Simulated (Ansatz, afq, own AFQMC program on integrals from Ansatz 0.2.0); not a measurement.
# BHBr (quartet): quantum Monte Carlo beside coupled cluster at distance B1–Br2 = 1.803 Å, cc-pVDZ

How near does AFQMC come to the top of the ladder for BHBr (quartet)?

Program: Ansatz 0.2.0, Gaussian basis, and an in-house AFQMC program (afq) on its integrals; all values are calculated. Level of theory: cc-pVDZ, frozen cores. These are calculated values, not measurements.

To be run: PBE (unrestricted); r2SCAN (unrestricted); PBE0 (unrestricted); B3LYP (unrestricted); wB97M-V (unrestricted); B2PLYP (unrestricted); CCSD(T) on UHF; CCSDT(Q) on UHF; Phaseless AFQMC, CISD trial on UHF.

## Step 1: The system

The geometry derives from a PBE0/def2-TZVP stationary point (not a proven minimum). One bond is set to the value named and the two fragments are kept rigid. No spin-orbit coupling is included. The filled d shell of Br may be among the frozen orbitals whatever the setting's name suggests; the logs give the count.

3 atoms, charge 0, spin multiplicity 4.

Atoms are counted from 1 here; the program's logs count them from 0.

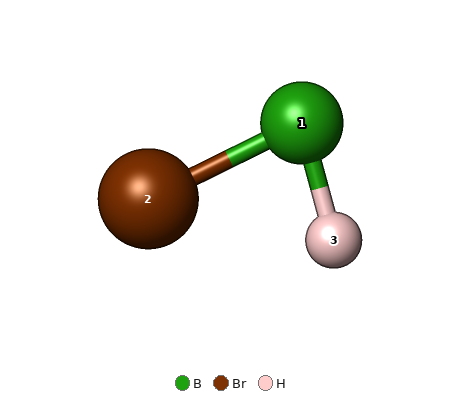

The geometry (boron green, bromine brown, hydrogen pink); atoms are numbered from 1 in the order of the file.

## Step 2: PBE (unrestricted)

File in.yaml:

```yaml
crystal:
  periodic: [false, false, false]
  atoms:
    - {symbol: B, position_ang: [0.000000, -0.172762, 1.563912]}
    - {symbol: Br, position_ang: [0.000000, 0.009486, -0.229853]}
    - {symbol: H, position_ang: [0.000000, 1.100999, 1.447262]}
basis:
  gaussian: {orbitals: cc-pVDZ}
magnetization: {spin_polarized: true, initial_magnetization: 3}
hamiltonian: {xc: {name: PBE}}
output: {orbitals: {seedname: orbitals}}
```

Run with:

```
$ ansatz run in.yaml --threads 1 --pin off --events-out ev --progress --plain --max-ram 1382MiB
```

Log:

```text
Functional definition: PBE
  name "PBE"
  cite "Perdew, Burke & Ernzerhof, Phys. Rev. Lett. 77, 3865 (1996) doi:10.1103/PhysRevLett.77.3865"
  parent pbe
  parameter kappa = 0.804
  parameter beta = 0.06672455060314922
  exchange = pbe_x(kappa = kappa, mu = beta*pi^2/3)
  correlation = pbe_c(beta = beta)
572 factors; their error is unknown
mean field evaluation 1: about -70716.2163 eV, gradient 2.3e1 eV
mean field evaluation 2: about -70709.2878 eV, gradient 3.8e1 eV
mean field evaluation 4: about -70720.1771 eV, gradient 1.5e0 eV
mean field evaluation 8: about -70720.1677 eV, gradient 1.5e-2 eV
mean field evaluation 16: about -70720.1677 eV, gradient 1.2e-5 eV
mean field -70720.16767168 eV, -2598.9182260829 hartree, gradient 1.2e-5 eV, S^2 3.752971; 0 other end points of the search recorded, 0 dependent functions left out
reference -70720.16769852 eV, -2598.9182270694 hartree; 22, 19 occupied and 24, 27 virtual orbitals, 572 factors
Total energy: -70720.16769852 eV, -2598.9182270694 hartree
```

Wall time 0.66 s (1 thread of AMD EPYC 9R14 (Zen 4), shared host).

From the report: ⟨S²⟩ of the determinant 3.753 (pure quartet: 3.75).

## Step 3: r2SCAN (unrestricted)

in.yaml: that of step 2 with these lines changed.

```diff
@@ -9,3 +9,2 @@
 magnetization: {spin_polarized: true, initial_magnetization: 3}
-hamiltonian: {xc: {name: PBE}}
-output: {orbitals: {seedname: orbitals}}
+hamiltonian: {xc: {name: r2SCAN}}
```

Launched as before.

Log:

```text
Functional definition: r2SCAN
  name "r2SCAN"
  cite "Furness, Kaplan, Ning, Perdew & Sun, J. Phys. Chem. Lett. 11, 8208 (2020) doi:10.1021/acs.jpclett.0c02405"
  cite "Furness, Kaplan, Ning, Perdew & Sun, J. Phys. Chem. Lett. 11, 9248 (2020) doi:10.1021/acs.jpclett.0c03077"
  parent r2scan
  parameter k0 = 0.174
  parameter k1 = 0.065
  parameter a1 = 4.9479
  exchange = r2scan_x(k0 = k0, k1 = k1, a1 = a1)
  correlation = r2scan_c
572 factors; their error is unknown
mean field evaluation 1: about -70728.1272 eV, gradient 2.0e1 eV
mean field evaluation 2: about -70724.4649 eV, gradient 3.1e1 eV
mean field evaluation 4: about -70731.1955 eV, gradient 1.1e0 eV
mean field evaluation 8: about -70731.1773 eV, gradient 1.3e-2 eV
mean field evaluation 16: about -70731.1773 eV, gradient 2.2e-5 eV
mean field -70731.17729675 eV, -2599.3228223415 hartree, gradient 2.2e-5 eV, S^2 3.755944; 0 other end points of the search recorded, 0 dependent functions left out
reference -70731.17730469 eV, -2599.3228226333 hartree; 22, 19 occupied and 24, 27 virtual orbitals, 572 factors
Total energy: -70731.17730469 eV, -2599.3228226333 hartree
```

It took 1.5 s on 1 thread of AMD EPYC 9R14 (Zen 4), shared host.

From the report: ⟨S²⟩ of the determinant 3.756 (pure quartet: 3.75).

## Step 4: PBE0 (unrestricted)

in.yaml: that of step 3 with these lines changed.

```diff
@@ -9,2 +9,3 @@
 magnetization: {spin_polarized: true, initial_magnetization: 3}
-hamiltonian: {xc: {name: r2SCAN}}
+hamiltonian: {xc: {name: PBE0}}
+output: {orbitals: {seedname: orbitals}}
```

Same command.

Log:

```text
Functional definition: PBE0
  name "PBE0"
  cite "Adamo & Barone, J. Chem. Phys. 110, 6158 (1999) doi:10.1063/1.478522"
  cite "Perdew, Burke & Ernzerhof, Phys. Rev. Lett. 77, 3865 (1996) doi:10.1103/PhysRevLett.77.3865"
  parent pbe
  parameter a = 0.25
  parameter kappa = 0.804
  parameter beta = 0.06672455060314922
  exchange = (1 - a)*pbe_x(kappa = kappa, mu = beta*pi^2/3) + a*exact_x
  correlation = pbe_c(beta = beta)
491 factors; integrals over basis functions are off by at most 1.4e-3 eV
mean field evaluation 1: about -70720.5260 eV, gradient 1.6e1 eV
mean field evaluation 2: about -70719.6723 eV, gradient 2.1e1 eV
mean field evaluation 4: about -70722.7351 eV, gradient 7.1e-1 eV
mean field evaluation 8: about -70722.7731 eV, gradient 1.3e-2 eV
mean field evaluation 16: about -70722.7731 eV, gradient 2.2e-5 eV
mean field -70722.77310762 eV, -2599.0139740877 hartree, gradient 2.2e-5 eV, S^2 3.754712; 0 other end points of the search recorded, 0 dependent functions left out
reference -70722.77312773 eV, -2599.0139748269 hartree; 22, 19 occupied and 24, 27 virtual orbitals, 491 factors
Total energy: -70722.77312773 eV, -2599.0139748269 hartree
```

Wall time 0.93 s (1 thread of AMD EPYC 9R14 (Zen 4), shared host).

From the report: ⟨S²⟩ of the determinant 3.755 (pure quartet: 3.75).

## Step 5: B3LYP (unrestricted)

in.yaml: that of step 4 with these lines changed.

```diff
@@ -9,3 +9,2 @@
 magnetization: {spin_polarized: true, initial_magnetization: 3}
-hamiltonian: {xc: {name: PBE0}}
-output: {orbitals: {seedname: orbitals}}
+hamiltonian: {xc: {name: B3LYP}}
```

Launched as before.

Log, shortened:

```text
Functional definition: B3LYP
  name "B3LYP"
  cite "Stephens, Devlin, Chabalowski & Frisch, J. Phys. Chem. 98, 11623 (1994) doi:10.1021/j100096a001"
  cite "Becke, Phys. Rev. A 38, 3098 (1988) doi:10.1103/PhysRevA.38.3098"
  cite "Lee, Yang & Parr, Phys. Rev. B 37, 785 (1988) doi:10.1103/PhysRevB.37.785"
  cite "Vosko, Wilk & Nusair, Can. J. Phys. 58, 1200 (1980) doi:10.1139/p80-159"
[...]
491 factors; integrals over basis functions are off by at most 1.4e-3 eV
[...]
mean field -70732.50483098 eV, -2599.3716083246 hartree, gradient 1.8e-5 eV, S^2 3.753746; 0 other end points of the search recorded, 0 dependent functions left out
reference -70732.50501118 eV, -2599.3716149471 hartree; 22, 19 occupied and 24, 27 virtual orbitals, 491 factors
Total energy: -70732.50501118 eV, -2599.3716149471 hartree
```

Run time: 0.93 s. Hardware: 1 thread of AMD EPYC 9R14 (Zen 4), shared host.

From the report: ⟨S²⟩ of the determinant 3.754 (pure quartet: 3.75).

## Step 6: wB97M-V (unrestricted)

in.yaml: that of step 5 with these lines changed.

```diff
@@ -9,2 +9,3 @@
 magnetization: {spin_polarized: true, initial_magnetization: 3}
-hamiltonian: {xc: {name: B3LYP}}
+hamiltonian: {xc: {name: wB97M-V}}
+output: {orbitals: {seedname: orbitals}}
```

Launched as before.

Log, shortened:

```text
Functional definition: wB97M-V
  name "wB97M-V"
  cite "Mardirossian & Head-Gordon, J. Chem. Phys. 144, 214110 (2016) doi:10.1063/1.4952647"
  cite "Becke, J. Chem. Phys. 107, 8554 (1997) doi:10.1063/1.475007"
  cite "Vydrov & Van Voorhis, J. Chem. Phys. 133, 244103 (2010) doi:10.1063/1.3521275"
  # Of w^i u^j: cxij and so on, Table III.
[...]
  gx(w, u) = 1 - cx + cx01*u + cx10*w
  gss(w, u) = css00 + css04*u^4 + css10*w + css20*w^2 + css43*w^4*u^3
  gos(w, u) = cos00 + cos10*w + (cos20 + cos21*u)*w^2 + (cos60 + cos61*u)*w^6
[...]
      + integral(e_c_pw_mod_opposite_spin*gos(b97_w_opposite, b97_u_opposite)) + vv10(b, c)
491 factors; integrals over basis functions are off by at most 1.4e-3 eV
116 factors; integrals over basis functions are off by at most 1.1e-5 eV
[...]
mean field -70727.08371544 eV, -2599.1723860030 hartree, gradient 3.4e-5 eV, S^2 3.753585; 0 other end points of the search recorded, 0 dependent functions left out
reference -70727.08374208 eV, -2599.1723869822 hartree; 22, 19 occupied and 24, 27 virtual orbitals, 491 factors
Total energy: -70727.08374208 eV, -2599.1723869822 hartree
```

Wall time 3.7 s (1 thread of AMD EPYC 9R14 (Zen 4), shared host).

From the report: ⟨S²⟩ of the determinant 3.754 (pure quartet: 3.75).

## Step 7: B2PLYP (unrestricted)

in.yaml: that of step 6 with these lines changed.

```diff
@@ -9,3 +9,3 @@
 magnetization: {spin_polarized: true, initial_magnetization: 3}
-hamiltonian: {xc: {name: wB97M-V}}
-output: {orbitals: {seedname: orbitals}}
+hamiltonian: {xc: {name: B2PLYP}}
+correlation: {electrons: outside_noble_gas}
```

The command is unchanged.

Log, shortened:

```text
Functional definition: B2PLYP
  name "B2PLYP"
  cite "Grimme, J. Chem. Phys. 124, 034108 (2006) doi:10.1063/1.2148954"
  cite "Becke, Phys. Rev. A 38, 3098 (1988) doi:10.1103/PhysRevA.38.3098"
  cite "Lee, Yang & Parr, Phys. Rev. B 37, 785 (1988) doi:10.1103/PhysRevB.37.785"
[...]
491 factors; integrals over basis functions are off by at most 1.4e-3 eV
[...]
mean field -70717.39329190 eV, -2598.8162695066 hartree, gradient 4.4e-6 eV, S^2 3.757300; 0 other end points of the search recorded, 0 dependent functions left out
15 core orbitals not correlated: weight in the atoms' cores, before any rotation towards them, 1.000 or more for the frozen orbitals, at most 0.000 for the correlated occupied ones
reference -70717.39340615 eV, -2598.8162737053 hartree; 7, 4 occupied and 24, 27 virtual orbitals, 491 factors
second order -5.64705234 eV of doubles, -0.00000000 eV of singles
Total energy: -70718.91811029 eV, -2598.8723055487 hartree
```

It took 1.1 s on 1 thread of AMD EPYC 9R14 (Zen 4), shared host.

From the report: ⟨S²⟩ of the determinant 3.757 (pure quartet: 3.75).

## Step 8: CCSD(T) on UHF

in.yaml: that of step 7 with these lines changed.

```diff
@@ -9,3 +9,2 @@
 magnetization: {spin_polarized: true, initial_magnetization: 3}
-hamiltonian: {xc: {name: B2PLYP}}
-correlation: {electrons: outside_noble_gas}
+correlation: {method: ccsd_t, electrons: outside_noble_gas, hamiltonian_folder: ham}
```

The command is unchanged.

Log, shortened:

```text
Functional definition: HF
  name "HF"
  cite "Fock, Z. Phys. 61, 126 (1930) doi:10.1007/BF01340294"
  parent pbe
[...]
491 factors; integrals over basis functions are off by at most 1.4e-3 eV
[...]
mean field -70680.12816123 eV, -2597.4468012137 hartree, gradient 4.2e-6 eV, S^2 3.765787; 1 other end points of the search recorded, 0 dependent functions left out
determinant -70680.12816123 eV, -2597.4468012137 hartree, with singles and doubles -70685.26018109 eV, -2597.6353994649 hartree
determinant -70678.01999107 eV, -2597.3693273892 hartree, with singles and doubles -70683.02153072 eV, -2597.5531305812 hartree
15 core orbitals not correlated: weight in the atoms' cores, before any rotation towards them, 1.000 or more for the frozen orbitals, at most 0.000 for the correlated occupied ones
reference -70680.12816123 eV, -2597.4468012137 hartree; 7, 4 occupied and 24, 27 virtual orbitals, 491 factors
second order -4.52195971 eV of doubles, -0.00000000 eV of singles
cycle   1  -5.13217987 eV  change   -1.6e-4 eV  update   6.8e-4
[...]
cycle   6  -5.13223199 eV  change   -5.0e-6 eV  update   6.1e-6
perturbative correction -0.13426406 eV, -0.0049341131 hartree
Total energy: -70685.39465728 eV, -2597.6403413739 hartree
```

Wall time 1.2 s (1 thread of AMD EPYC 9R14 (Zen 4), shared host).

From the report: ⟨S²⟩ of the determinant 3.766 (pure quartet: 3.75); correlation -5.2665 eV; T1 0.015; largest double amplitude 0.03.

This run also writes the integrals to the folder ham.

## Step 9: CCSDT(Q) on UHF

in.yaml: that of step 8 with these lines changed.

```diff
@@ -9,2 +9,2 @@
 magnetization: {spin_polarized: true, initial_magnetization: 3}
-correlation: {method: ccsd_t, electrons: outside_noble_gas, hamiltonian_folder: ham}
+correlation: {method: ccsdt_q, electrons: outside_noble_gas}
```

The command is unchanged.

Log, shortened:

```text
Functional definition: HF
  name "HF"
  cite "Fock, Z. Phys. 61, 126 (1930) doi:10.1007/BF01340294"
  parent pbe
[...]
883 factors; integrals over basis functions are off by at most 2.2e-7 eV
[...]
mean field -70680.12824620 eV, -2597.4468043363 hartree, gradient 4.9e-6 eV, S^2 3.765787; 1 other end points of the search recorded, 0 dependent functions left out
determinant -70680.12824620 eV, -2597.4468043363 hartree, with singles and doubles -70685.26025704 eV, -2597.6354022560 hartree
determinant -70678.02007876 eV, -2597.3693306117 hartree, with singles and doubles -70683.02161087 eV, -2597.5531335265 hartree
15 core orbitals not correlated: weight in the atoms' cores, before any rotation towards them, 1.000 or more for the frozen orbitals, at most 0.000 for the correlated occupied ones
reference -70680.12824620 eV, -2597.4468043363 hartree; 7, 4 occupied and 24, 27 virtual orbitals, 883 factors
second order -4.52195453 eV of doubles, -0.00000000 eV of singles
cycle   1  -4.95058154 eV  change   -4.3e-1 eV  update   6.3e-2
[...]
cycle  15  -5.28520101 eV  change    1.2e-6 eV  update   1.1e-6
perturbative correction -0.00997719 eV, -0.0003666550 hartree
Total energy: -70685.42342441 eV, -2597.6413985462 hartree
```

It took 9.5 s on 1 thread of AMD EPYC 9R14 (Zen 4), shared host; peak memory 0.27 GiB.

From the report: ⟨S²⟩ of the determinant 3.766 (pure quartet: 3.75); correlation -5.2952 eV; T1 0.016; largest double amplitude 0.04.

## Step 10: Phaseless AFQMC, CISD trial on UHF

It reads the integrals that the CCSD(T) run on this determinant wrote.

Run with:

```
$ afq ham --method phaseless --trial cisd --walkers 60 --populations 1 --least-time 40 --time-step 0.005 --steps-per-block 50 --equilibration-blocks 28 --max-blocks 300 --target-error 0.0004 --factor-cut 1e-05 --start spin_pure --seed 2581 --release-times 0.24,0.51,0.99,1.62,2.4 --release-step 0.03 --release-every 4 --taylor-order 6
```

Log:

```text
orbitals 31  electrons 7 4  factors 244 of 491
reference energy -2597.44680121 Eh
CCSD correlation -0.18860576 Eh in 11 cycles, weight of the determinant in the CISD state 0.9048
energy of the start -2597.635052 Eh
 block  time / (1/Eh)  mean weight  energy / Eh
     1     0.250  1.0006  -2597.633076
     2     0.500  1.0013  -2597.634663
     3     0.750  0.9999  -2597.634535
     4     1.000  1.0018  -2597.635341
     5     1.250  0.9983  -2597.636618
     6     1.500  0.9998  -2597.636902
     7     1.750  1.0009  -2597.637008
     8     2.000  0.9997  -2597.636165
     9     2.250  0.9990  -2597.635306
    10     2.500  1.0003  -2597.638873
    13     3.250  1.0000  -2597.639283
    17     4.250  1.0001  -2597.637561
    21     5.250  1.0002  -2597.638764
    25     6.250  0.9991  -2597.637500
    29     7.250  0.9996  -2597.639343
    33     8.250  1.0001  -2597.639971
    37     9.250  0.9988  -2597.642684
    41    10.250  1.0017  -2597.641062
    45    11.250  1.0008  -2597.639751
    49    12.250  1.0003  -2597.648239
    53    13.250  1.0017  -2597.643804
    57    14.250  0.9991  -2597.644391
    61    15.250  0.9985  -2597.644288
    65    16.250  1.0008  -2597.641545
    69    17.250  0.9988  -2597.638297
    73    18.250  1.0019  -2597.638059
    77    19.250  0.9992  -2597.638905
    81    20.250  0.9985  -2597.640713
    85    21.250  1.0009  -2597.638022
    89    22.250  1.0018  -2597.639390
    93    23.250  0.9995  -2597.638926
    97    24.250  0.9995  -2597.637816
   101    25.250  0.9992  -2597.639813
   105    26.250  0.9998  -2597.641659
   109    27.250  1.0001  -2597.637575
   113    28.250  0.9999  -2597.640885
   117    29.250  0.9969  -2597.640824
   121    30.250  0.9984  -2597.643971
   125    31.250  1.0004  -2597.641066
   129    32.250  0.9995  -2597.637471
   133    33.250  1.0004  -2597.639731
   137    34.250  1.0008  -2597.640948
   141    35.250  0.9999  -2597.642184
   145    36.250  0.9994  -2597.640812
   149    37.250  1.0005  -2597.642656
   153    38.250  0.9988  -2597.640335
   157    39.250  1.0027  -2597.640677
   161    40.250  1.0008  -2597.637437
   165    41.250  0.9991  -2597.636765
   169    42.250  1.0007  -2597.640698
   173    43.250  1.0005  -2597.641092
   177    44.250  1.0016  -2597.641714
   181    45.250  0.9988  -2597.643250
   185    46.250  1.0000  -2597.637927
blocks merged  error / Eh  count
     1  0.000198  160
     2  0.000245  80
     4  0.000295  40
     8  0.000334  20
    16  0.000338  10
released: time / (1/Eh)  energy / Eh  error  mean overlap
  0.24  -2597.641037  0.000322  1.0058
  0.51  -2597.641260  0.000314  0.9965
  0.99  -2597.641599  0.000337  0.9863
  1.62  -2597.641325  0.000394  0.9965
  2.40  -2597.641656  0.000444  0.9836
energy -2597.640671 +/- 0.000334 Eh
```

It took 1.8 min on 1 thread of AMD EPYC 9R14 (Zen 4), shared host.

Energy -70685.4036 ± 0.0091 eV. Caveats: constraint bias not in the error.

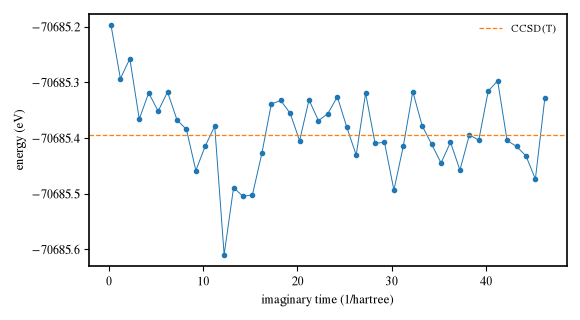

Block energies along the walk.

## Step 11: All levels side by side

On the UHF determinant, counted from CCSDT(Q) (a yardstick, not exact):

```csv
level,energy (eV),from CCSDT(Q) (kJ/mol),statistical error (kJ/mol),time
HF,-70680.1282,+510.9,,
MP2,-70684.6501,+74.6,,
CCSD,-70685.2604,+15.7,,
CCSD(T),-70685.3947,+2.8,,
CCSDT(Q),-70685.4234,0.0,,
"Phaseless AFQMC, CISD trial, step 0.005, 60 walkers",-70685.4036,+1.9,0.9,1.8 min
```

The functionals' totals stand on their own zeros and serve differences with other points: PBE -70720.168 eV; r2SCAN -70731.177 eV; PBE0 -70722.773 eV; B3LYP -70732.505 eV; wB97M-V -70727.084 eV; B2PLYP -70718.918 eV.

## Step 12: Summary of results

| quantity | value |
| --- | --- |
| CCSD(T) on UHF from CCSDT(Q) | +2.8 kJ/mol |
| Phaseless AFQMC, CISD trial on UHF from CCSDT(Q) | +1.9 ± 0.9 kJ/mol |

What this shows: On UHF the phaseless walk with the CISD trial lies +1.9 kJ/mol from CCSDT(Q), within three error bars. Error bars are statistical and leave out the constraint, the time step and what remains of the start.
